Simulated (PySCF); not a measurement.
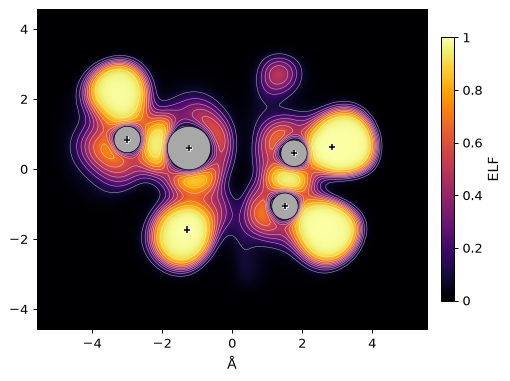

The electron localisation function on a plane through atoms (crosses mark nuclei in the plane; grey discs cover the cores).

Level of theory: PBE0/pcSseg-1, SCF density, gas phase, non-relativistic (PySCF).

Candidates:
A. C6H9FO3S
B. C7H16P (SMILES C[PH+]1CCCCCC1) (charge +1)
C. C7H6N2 (SMILES C#Cc1cnncc1C)

Which candidate gave the map?

Candidate B: C7H16P on the plane of atoms C5, C6 and H19, which holds C, P and H. C–C (1.54 Å): the ELF peaks at about 0.95 between the atoms (a shared electron pair). C–P (1.81 Å): the ELF peaks at about 0.95 between the atoms, as expected for a covalent bond.
